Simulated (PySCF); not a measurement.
H10Si4 (SMILES [SiH3][SiH]([SiH3])[SiH3])

Input

```
{"job": {"kind": "uv", "xc": "B3LYP", "basis": "def2-SVPD", "dynamic": true, "nstates": 6, "ntriplets": 0}, "charge": 0, "multiplicity": 1}
Si     0.011643     2.000213    -0.817014
Si     0.075949     0.154813     0.628015
Si     1.881405    -1.215787     0.029479
Si    -1.915547    -1.055934     0.388046
H      1.269777     2.802247    -0.715784
H     -0.130612     1.503687    -2.221038
H     -1.153035     2.882981    -0.499586
H      0.228534     0.620982     2.044643
H      3.173027    -0.471861     0.149802
H      1.702988    -1.644881    -1.392510
H      1.940194    -2.432868     0.896221
H     -1.910556    -2.270258     1.261126
H     -3.101234    -0.214017     0.737329
H     -2.040667    -1.490110    -1.038213
```

Launched as:

```sh
OMP_NUM_THREADS=1 python probes_run.py task.json out
```

Geometry: PBE0-D3(BJ)/def2-SVP.

These are results of B3LYP/def2-SVPD, SCF density, gas phase in PySCF 2.14.0, not measurements.

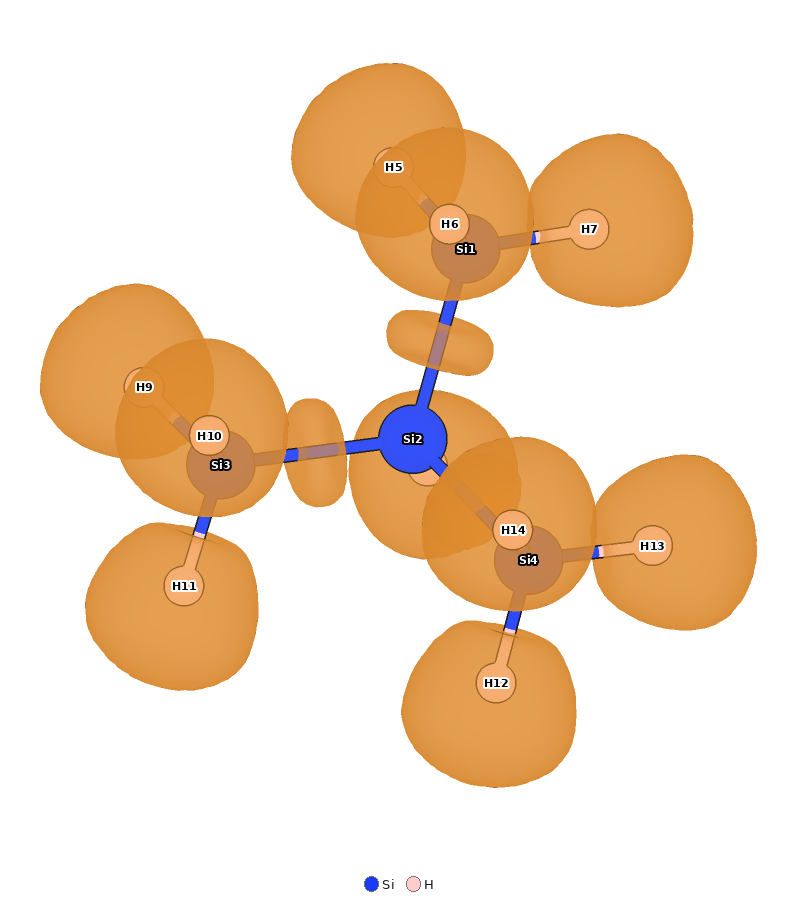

Figure 1. Isosurface of the ELF at 0.9 (orange), seen at a tilt. Only the valence region is drawn (cores and ρ < 0.01 e/Å³ removed).

Question: Where are the electrons localised?

Answer: At this value the surface marks out three regions between bonded Si–Si atoms (shared pairs) and ten regions around hydrogen nuclei.


Si–Si (2.34 Å): the ELF peaks at about 1 between the atoms; localised, covalent bonding. Si–H (1.50 Å): the ELF climbs to about 1 towards the hydrogen, as it does in any bond to H.

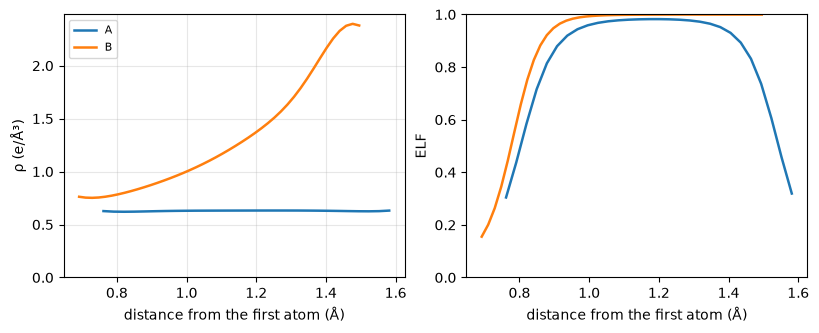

Figure 2. Electron density and electron localisation function along straight lines between neighbouring atoms. The curves leave out the atomic cores.

Question: Which curve belongs to which contact (Si–H and Si–Si)? The first atom named is at distance zero.

Answer: Curve A: Si–Si (2.34 Å): ρ is about 0.63 e/Å³ halfway; the ELF peaks at about 1 between the atoms (a shared electron pair). Curve B: Si–H (1.50 Å): the density is about 0.76 e/Å³ at the midpoint; the ELF climbs to about 1 towards the hydrogen.
